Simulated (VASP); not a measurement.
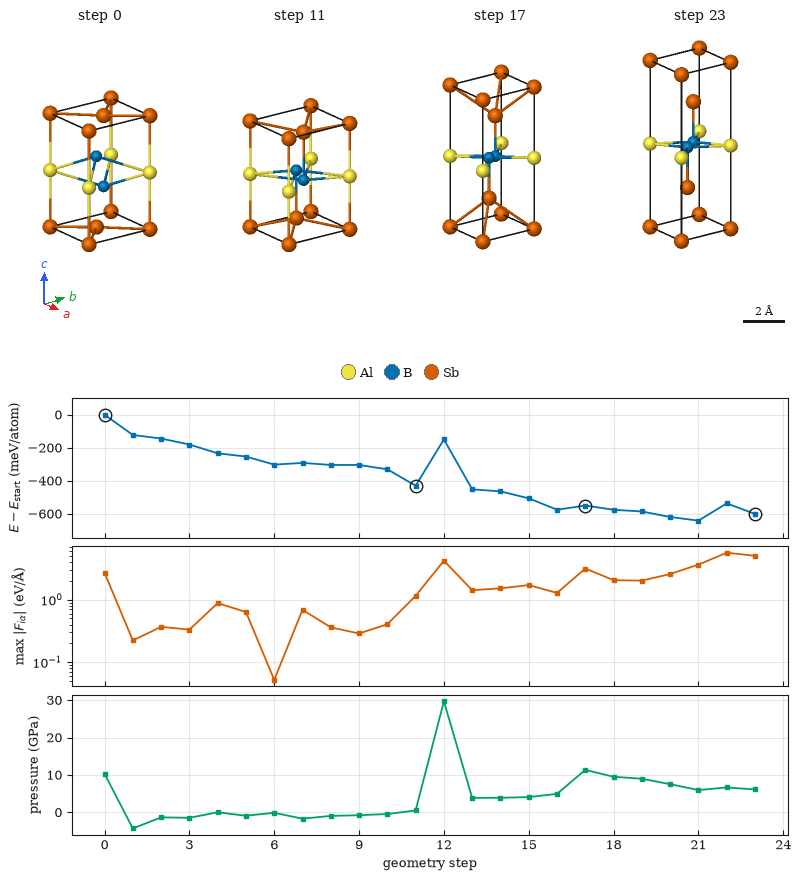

Frames of a relaxation of crystalline AlB2Sb3 (a generated structure, set up in P-3m1), marked on the history of the run. A ball-and-stick model of the cell of the calculation, seen slightly off an axis.

The run lets cell and atoms move.

All numbers below come from Kohn-Sham DFT of a periodic cell, PBE, VASP PAW PBE potentials, recommended in VASP 6.6.1.

The input:
```
  ALGO = Fast
  EDIFF = 1E-4
  EDIFFG = -0.08
  ENCUT = 520
  GGA = PE
  IBRION = 2
  ISIF = 3
  ISMEAR = 0
  KPAR = 2
  LASPH = T
  LCHARG = F
  LREAL = F
  LWAVE = F
  NELM = 60
  NSW = 24
  PREC = Normal
  SIGMA = 0.15
```

Launched with:
```bash
cat potpaw_PBE.64/Al/POTCAR potpaw_PBE.64/B/POTCAR potpaw_PBE.64/Sb/POTCAR > POTCAR
mpirun -np 2 vasp_std > vasp.out
```

> Describe the path.

The relaxation stopped without meeting its thresholds, so the last structure isn't shown to be converged. The largest moves relative to the cell, 1.79 Å, are those of Sb atoms. Largest moves by element: Sb 1.79 Å, B 1.45 Å. Al stays in place. Cell: a = b 5.014 → 4.051 Å (−19.2 %), c 5.771 → 8.460 Å (+46.6 %). Volume −4.3 %. Some distances before and after: B–Sb 2.171 → 6.419 Å, Sb–Sb 2.970 → 5.119 Å, B–Sb 3.600 → 2.041 Å, Al–Sb 2.886 → 4.230 Å. New bonds form: B–Sb (3.60 → 2.04 Å). Bonds break: Al–Sb (2.89 → 4.23 Å), B–Sb (2.17 → 6.42 Å), Sb–Sb (2.97 → 5.12 Å). The space group stays P-3m1 (No. 164). The energy falls by 601 meV per atom in 23 geometry steps. Largest force component: 2.7 eV/Å at the start, 5 eV/Å at the end. The pressure goes from 10.29 to 6.12 GPa. From step 0 to 11: Sb atoms move most (0.48 Å), volume −7.1 %, energy −430 meV per atom. From step 11 to 17: Sb atoms move most (0.69 Å), volume −4.7 %, energy −120 meV per atom. From step 17 to 23: Sb atoms move most (0.23 Å), volume +8.0 %, energy −51.1 meV per atom.

```tsv
step	E − E(0), meV/atom	largest force component, eV/Å	pressure, GPa	volume, Å³/atom
0	0.00	2.6895	10.29	20.940
1	-122.77	0.2222	-4.32	25.283
2	-144.34	0.3672	-1.34	23.823
3	-180.56	0.3311	-1.47	23.504
4	-233.88	0.8803	0.01	22.575
5	-253.23	0.6338	-0.91	22.296
6	-302.34	0.0519	-0.12	21.435
7	-292.00	0.6875	-1.70	21.800
8	-304.27	0.3598	-0.96	21.569
9	-304.55	0.2872	-0.77	21.534
10	-330.64	0.4041	-0.46	21.047
11	-430.09	1.1510	0.49	19.462
12	-149.70	4.2074	29.67	15.871
13	-452.07	1.4177	3.86	18.633
14	-464.31	1.5184	3.89	18.673
15	-506.39	1.7126	4.06	18.767
16	-575.60	1.2819	4.93	18.839
17	-550.19	3.1568	11.34	18.553
18	-575.76	2.0513	9.50	18.664
19	-586.18	2.0183	8.97	18.779
20	-619.45	2.5758	7.52	19.104
21	-641.77	3.6420	5.96	19.664
22	-536.94	5.6515	6.64	20.445
23	-601.32	5.0480	6.12	20.039
```
